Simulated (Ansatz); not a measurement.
**RPA@PBE0/def2-TZVPP run of SiH3F (SMILES F[SiH3])**

What is the energy change on altering one bond length of SiH3F at RPA@PBE0/def2-TZVPP? 

The results are computed with Ansatz 0.2.0.

52 further runs of the same task are left out: 1 that didn't finish, 51 set aside as unsound or not needed.

**1. The structure to begin with**

The species is SiH3F (5 atoms), meant as a singlet with charge 0. As SMILES, `F[SiH3]`. The shape is that of a PBE0-D4/def2-TZVP optimisation.

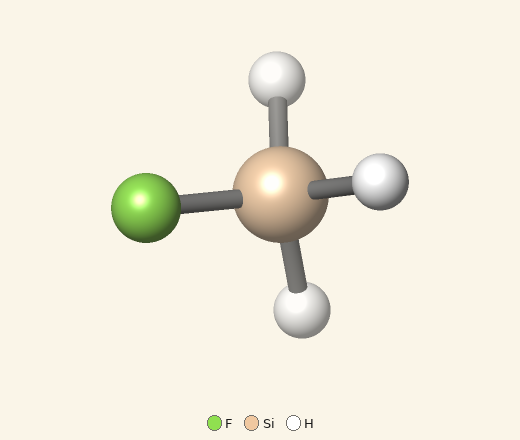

The structure, seen from a chosen angle (fluorine green, silicon light orange, hydrogen white).

**2. The energy at RPA@PBE0/def2-TZVPP**

in.yaml

```yaml
crystal:
  periodic: [false, false, false]
  atoms:
    - {symbol: F, position_ang: [-1.274600, 0.162800, 0.858000]}
    - {symbol: Si, position_ang: [0.043300, -0.019300, -0.030700]}
    - {symbol: H, position_ang: [-0.367800, -0.192600, -1.443700]}
    - {symbol: H, position_ang: [0.768600, -1.217900, 0.451600]}
    - {symbol: H, position_ang: [0.880500, 1.193400, 0.123400]}
basis:
  gaussian:
    orbitals: def2-TZVPP
hamiltonian:
  xc: pbe0
correlation:
  method: rpa
  frozen_orbitals: {F: 1, H: 0, Si: 5}
accuracy: high
```

Started as:

```
ansatz run in.yaml --threads 1 --pin off --max-ram 3480MiB --events-out events.jsonl --progress --plain --runs-dir runs
```

The log of the run:

```text
Warning: RAYON_NUM_THREADS=1 ignored (pool sized by the plan → 1); use --threads N
Functional definition: PBE0
  name "PBE0"
  parameter a = 0.25
  parameter kappa = 0.804
  parameter beta = 0.06672455060314922
  exchange = (1 - a)*pbe_x(kappa = kappa, mu = beta*pi^2/3) + a*exact_x
  correlation = pbe_c(beta = beta)
1908 factors; integrals over basis functions are off by at most 3.3e-9 eV
mean field evaluation 1: about -10638.9315 eV, gradient 3.0e1 eV
mean field evaluation 2: about -10638.9277 eV, gradient 3.0e1 eV
mean field evaluation 4: about -10640.1542 eV, gradient 2.2e0 eV
mean field evaluation 8: about -10640.1636 eV, gradient 1.4e-2 eV
mean field evaluation 16: about -10640.1636 eV, gradient 8.6e-8 eV
mean field -10640.16360904 eV, -391.0188004704 hartree, gradient 8.6e-8 eV, S^2 0.000000; 0 other end points of the search recorded, 0 dependent functions left out
6 core orbitals not correlated: weight in the atoms' cores, before any rotation towards them, 1.000 or more for the frozen orbitals, at most 0.000 for the correlated occupied ones
reference -10618.32711534 eV, -390.2163241283 hartree; 7, 7 occupied and 102, 102 virtual orbitals, 1908 factors
Total energy: -10634.36065579 eV, -390.8055458719 hartree
```

Wall time 5.7 s (1 thread of Intel Xeon 6975P-C (Granite Rapids), shared host); peak memory 0.41 GiB.

**3. The distorted shape, same level**

input.yaml

```yaml
crystal:
  periodic: [false, false, false]
  atoms:
    - {symbol: F, position_ang: [-0.781271, 0.370764, 2.553632]}
    - {symbol: Si, position_ang: [0.536629, 0.188664, 1.664932]}
    - {symbol: H, position_ang: [-0.367800, -0.192600, -1.443700]}
    - {symbol: H, position_ang: [1.261929, -1.009936, 2.147232]}
    - {symbol: H, position_ang: [1.373829, 1.401364, 1.819032]}
basis:
  gaussian: {orbitals: def2-TZVPP}
hamiltonian: {xc: pbe0}
correlation: {method: rpa, frozen_orbitals: {F: 1, H: 0, Si: 5}}
accuracy: high
```

Started as:

```
ansatz run input.yaml --threads 1 --pin off --max-ram 3480MiB --events-out events.jsonl --progress --plain --runs-dir runs
```

The log of the run (excerpt; [...] marks lines left out):

```text
Warning: RAYON_NUM_THREADS=1 ignored (pool sized by the plan → 1); use --threads N
Functional definition: PBE0
  name "PBE0"
[...]
1820 factors; integrals over basis functions are off by at most 3.5e-9 eV
[...]
mean field -10635.52483358 eV, -390.8483286164 hartree, gradient 1.7e-8 eV, S^2 0.000000; 0 other end points of the search recorded, 0 dependent functions left out; unrestricted orbitals would lower it
unrestricted determinant -10615.39328899 eV, -390.1085079983 hartree, S^2 0.9470
6 core orbitals not correlated: weight in the atoms' cores, before any rotation towards them, 1.000 or more for the frozen orbitals, at most 0.000 for the correlated occupied ones
reference -10612.68308111 eV, -390.0089096958 hartree; 7, 7 occupied and 102, 102 virtual orbitals, 1820 factors
Total energy: -10629.76155266 eV, -390.6365319489 hartree
```

Wall time 7.5 s (1 thread of Intel Xeon 6975P-C (Granite Rapids), shared host); peak memory 0.4 GiB.

**4. Summary of results**

Level: RPA@PBE0/def2-TZVPP, 6 core orbitals frozen.

| quantity | value |
| --- | --- |
| first shape: total energy | -390.80555 Eh |
| first shape: RPA correlation energy (valence) | -589.2 mEh |
| distorted shape: total energy | -390.63653 Eh |
| distorted shape: RPA correlation energy (valence) | -627.6 mEh |
| energy change with the Si2–H3 bond stretched from 1.482 to 3.260 Å | 4.599 eV |

**Reading.** One bond (distorted shape) is far stretched, which a spin-restricted single reference describes badly; a broken-symmetry solution may lie lower. With the Si2–H3 bond stretched from 1.482 to 3.260 Å the energy rises by 4.60 eV (444 kJ/mol). The first shape isn't relaxed at this level, so the change isn't measured from a minimum. A restricted reference can't describe the breaking bond well at this length. The restricted solution (distorted shape) is unstable to spin breaking: an unrestricted one lies lower.
